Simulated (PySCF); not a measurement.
C2H12O2Si4

The calculation's input:

```
{"job": {"kind": "nmr", "xc": "BP86", "basis": "pcSseg-1", "pop": false}, "charge": 0, "multiplicity": 1}
C      2.361659    -1.400904     0.643922
C      1.257634    -0.393732     0.665367
O      1.078351     0.386918    -0.307362
O      0.464267    -0.292811     1.615099
Si    -0.490742     1.271819     0.540477
Si     0.233624     3.266534    -0.406487
Si    -2.056191    -0.142594    -0.419065
Si    -1.425022    -2.360721    -0.661240
H      1.983262    -2.311497     0.179791
H      3.194851    -1.028660     0.053801
H      2.676010    -1.631348     1.658229
H     -0.878157     1.638505     1.929078
H     -0.892659     4.205660    -0.345409
H      1.367886     3.937151     0.246251
H      0.605530     3.165029    -1.820572
H     -3.319780    -0.034643     0.332262
H     -2.420677     0.426579    -1.731926
H     -1.018824    -2.973877     0.608000
H     -0.264913    -2.490513    -1.555252
H     -2.456107    -3.236895    -1.224965
```

Command:

```sh
OMP_NUM_THREADS=1 python ens_run.py task.json out
```

Geometry: GFN2-xTB.

Method: PySCF, BP86/pcSseg-1, SCF density, gas phase, non-relativistic.

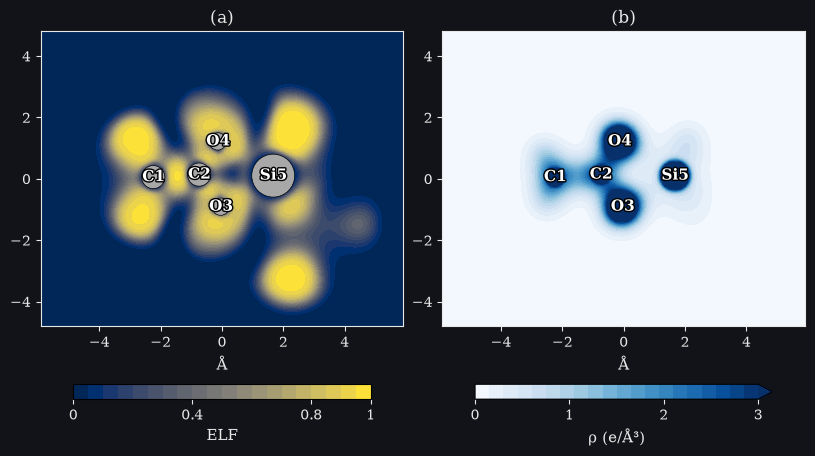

Figure 1. (a) electron localisation function; (b) electron density on the plane of atoms C1, C2 and O3. Grey discs cover the atomic cores in the ELF map.

Question: Read the bonding off the picture.

Answer: Atoms in the plane: C, O and Si. C–O (1.24 Å): the density is about 3.1 e/Å³ at the midpoint; the ELF peaks at about 0.85 between the atoms (a polar covalent bond). C–C (1.49 Å): ρ is about 1.7 e/Å³ halfway; the ELF peaks at about 0.95 between the atoms: a covalent bond. Si–O (1.99 Å): ρ is about 0.56 e/Å³ halfway, with its minimum of 0.46 e/Å³ about 0.8 Å from Si; the ELF peaks at about 0.85 in the valence shell of O, 0.6 Å from its nucleus, and is about 0.65 at the midpoint. The ELF also peaks beside O3 and O4, away from the bonds: lone-pair regions.

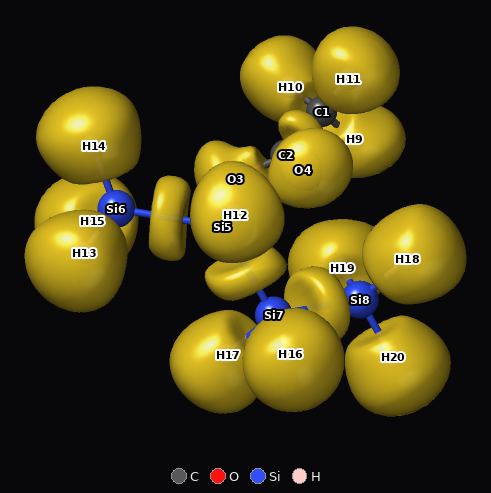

Figure 2. Isosurface of the electron localisation function at 0.75 (yellow), seen at a tilt. Only the valence region is drawn (cores and ρ < 0.01 e/Å³ removed).

Question: Where are the electrons localised?

Answer: The surface consists of one region between bonded C–C atoms (shared pairs), three regions between bonded Si–Si atoms (shared pairs), twelve regions around hydrogen nuclei and two regions on O in which the atom's valence shell and bonds are merged.

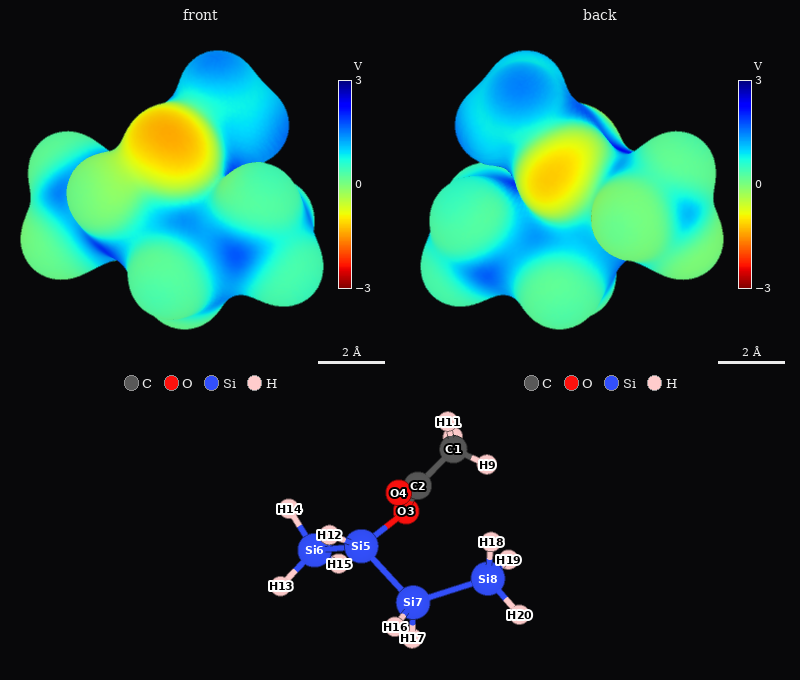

Figure 3. The molecular electrostatic potential painted on the density surface at 0.004 e/bohr³, seen from the front and from behind; the colour scale runs from red (negative) to blue (positive). The bare structure is drawn below in the same view.

Question: Describe the electrostatic potential map.

Answer: The most negative region (about −1.3 V) lies over O4, the most positive (about +2.0 V) over C2, Si5 and Si8. O4 is the likeliest acceptor of a hydrogen bond.

Question: What dipole moment does the calculation give?

Answer: Its dipole moment is 1.99 D.
